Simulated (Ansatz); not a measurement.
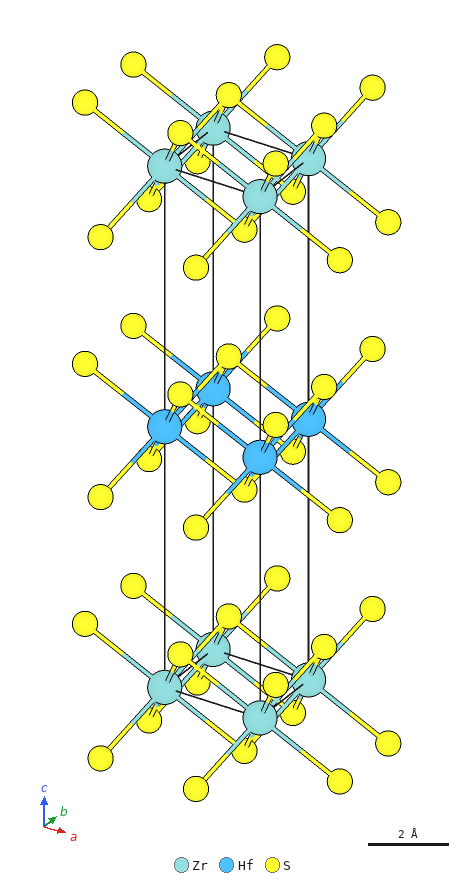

This ball-and-stick model is shown slightly off an axis. Atoms at the boundary of the simulation cell (the box) are drawn once for each face, edge or corner they touch. Every bond is drawn to its end, so some atoms lie outside the box.

```xyz
6
Lattice="3.6682 0.0000 0.0000 -1.8341 3.1767 0.0000 0.0000 0.0000 13.5893" Properties=species:S:1:pos:R:3 pbc="T T T"
Zr    1.8341    3.1767   13.5893
Hf    0.0000    0.0000    6.7947
S     1.8341    1.0589    5.3556
S     1.8341    1.0589   12.1330
S     0.0000    2.1178    1.4564
S     0.0000    2.1178    8.2337
```

Computed with Ansatz 0.2.0, DFT PBE, scalar-relativistic, plane waves, PAW. Settings: 420 eV cutoff, a 12×12×2 sampling of the Brillouin zone, Gaussian smearing of 0.02 eV, no spin polarisation.

**How are the electrons shared out in a Bader analysis?**

Hf +2.15 e; Zr +2.08 e; S -1.08 to -1.04 e. The transfer is large, as in an ionic solid.

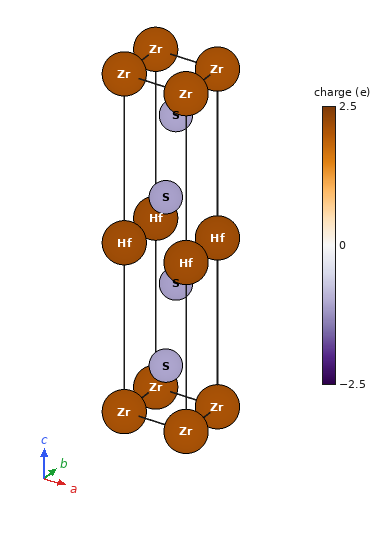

The atoms coloured by those charges.

Its origin is a structure type filled with these elements by a generator (whether the compound takes this form wasn't checked). Earlier steps of the study, as a rule a relaxation of our own, may have changed the cell and positions, so they can lie some per cent off the listed ones. An electronic-structure calculation with Ansatz was run on it.
